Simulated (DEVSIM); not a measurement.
System: abrupt GaAs p-n junction, at 250 K.

```csv
layer (left to right),material,thickness (μm),Nd (cm⁻³),Na (cm⁻³),τn (s),τp (s)
1,GaAs,0.380,-,1.4e16,5.8e-8,5.8e-8
2,GaAs,150,5.3e16,-,5.8e-8,1.7e-8
```

Left contact: ohmic. Right contact: ohmic. Voltage is applied to the left contact. Recombination: SRH at mid-gap, radiative. Mobility is μmin + (μ − μmin)/(1 + (N/Nref)^α).

The device is made up for the run: typed textbook-type constants, with dimensions and the other settings drawn at random. Values at 300 K; Nc and Nv go as T^1.5, mobilities as T to minus their exponent, the gap by Varshni's rule with the affinity fixed.

```csv
parameter,GaAs
gap (eV),1.424
affinity (eV),4.07
permittivity,12.9
Nc (cm⁻³),4.7e17
Nv (cm⁻³),9e18
μn (cm²/Vs),8500
μp (cm²/Vs),400
"μn,min",500
"μp,min",20
"Nref,n",6e16
"Nref,p",1.5e17
αn,0.39
αp,0.38
T exponent of μn,2.1
T exponent of μp,2.2
B (cm³/s),2e-10
Varshni α (eV/K),0.000541
Varshni β (K),204
```

Simulated with DEVSIM: 1D drift-diffusion, Boltzmann statistics, complete ionisation; no tunnelling, impact ionisation, image-force lowering or self-heating.

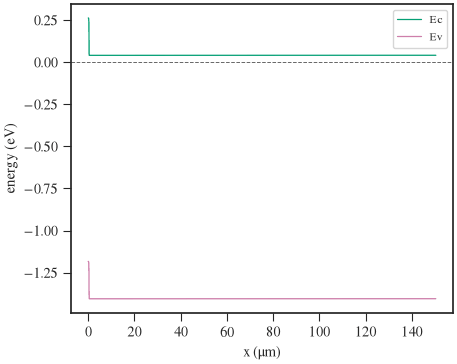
Figure: Band edges at 1.05 V on the left contact

Energies count from the Fermi level of the right contact; mesh points crowd at the junctions.

| x (μm) | Ec (eV) | Ev (eV) | n (cm⁻³) | p (cm⁻³) | field (V/cm) |
|---|---|---|---|---|---|
| 0.000 | 0.263 | -1.183 | < 1e2 | 1.4e16 | ≈ 0 |
| 0.03277 | 0.263 | -1.183 | 2.2e11 | 1.4e16 | ≈ 0 |
| 0.1092 | 0.263 | -1.184 | 7.4e11 | 1.4e16 | -45 |
| 0.2439 | 0.255 | -1.192 | 2.3e12 | 9.6e15 | -2300 |
| 0.3513 | 0.160 | -1.287 | 2.1e14 | 1.2e14 | -18000 |
| 0.3810 | 0.097 | -1.349 | 3.8e15 | 6.4e12 | -23000 |
| 0.4199 | 0.049 | -1.397 | 3.6e16 | 6.8e11 | -4600 |
| 0.5648 | 0.041 | -1.405 | 5.3e16 | 4.5e11 | ≈ 0 |
| 0.8897 | 0.041 | -1.405 | 5.3e16 | 4.0e11 | ≈ 0 |
| 1.666 | 0.041 | -1.405 | 5.3e16 | 3.2e11 | ≈ 0 |
| 3.571 | 0.041 | -1.405 | 5.3e16 | 1.8e11 | ≈ 0 |
| 11.29 | 0.041 | -1.405 | 5.3e16 | 1.8e10 | ≈ 0 |
| 28.31 | 0.041 | -1.405 | 5.3e16 | 1.2e8 | ≈ 0 |
| 68.96 | 0.041 | -1.405 | 5.3e16 | 770 | ≈ 0 |
| 125.5 | 0.041 | -1.405 | 5.3e16 | < 1e2 | ≈ 0 |
| 140.2 | 0.041 | -1.405 | 5.3e16 | < 1e2 | ≈ 0 |
| 146.3 | 0.041 | -1.405 | 5.3e16 | < 1e2 | ≈ 0 |
| 148.8 | 0.041 | -1.405 | 5.3e16 | < 1e2 | ≈ 0 |
| 149.9 | 0.041 | -1.405 | 5.3e16 | < 1e2 | ≈ 0 |
| 150.2 | 0.041 | -1.405 | 5.3e16 | < 1e2 | ≈ 0 |
| 150.3 | 0.041 | -1.405 | 5.3e16 | < 1e2 | ≈ 0 |
| 150.4 | 0.041 | -1.405 | 5.3e16 | < 1e2 | ≈ 0 |
